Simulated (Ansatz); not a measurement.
```tsv
atom	x (Å)	y (Å)	z (Å)
C	-1.5605	2.4861	-0.6075
C	-0.9578	1.5600	-0.1266
Ge	-0.0108	0.1044	0.6274
C	1.8788	0.2736	0.2042
Si	-0.8162	-1.8727	-0.2601
H	-2.0898	3.2993	-1.0299
H	-0.2005	0.1006	2.1654
H	2.2683	1.2228	0.6258
H	2.0115	0.2750	-0.8971
H	2.4328	-0.5817	0.6426
H	-0.6313	-1.8612	-1.7187
H	-2.2467	-2.0023	0.0542
H	-0.0779	-3.0040	0.3204
```

Computed with SCF PBE, Gaussian basis (Ansatz 0.2.0).

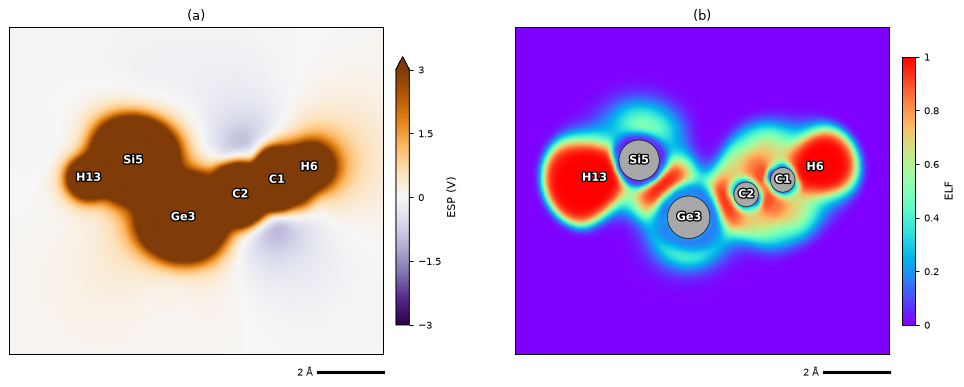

C3H8GeSi (SMILES C#[C][GeH]([CH3])[SiH3]). (a) molecular electrostatic potential; (b) electron localisation function on the plane of atoms C2, Ge3 and Si5. Grey discs cover the atomic cores in the ELF map.

Question: Describe what can be read from this map.

Answer: Atoms in the plane: C, Ge, Si and H. C–C (1.21 Å): the ELF peaks at about 0.85 between the atoms: a short, multiple covalent bond. C–Ge (1.89 Å): the ELF peaks at about 0.95 in the valence shell of C, 0.7 Å from its nucleus, and is about 0.55 at the midpoint. Si–Ge (2.31 Å): the ELF peaks at about 0.95 between the atoms, as expected for a covalent bond. C–H (1.06 Å): the ELF climbs to about 1 towards the hydrogen, as it does in any bond to H (an ordinary covalent bond to hydrogen). Si–H (1.47 Å): the ELF climbs to about 1 towards the hydrogen. Outside the dense part of the molecule the potential is most negative (−1.0 V) near C1.
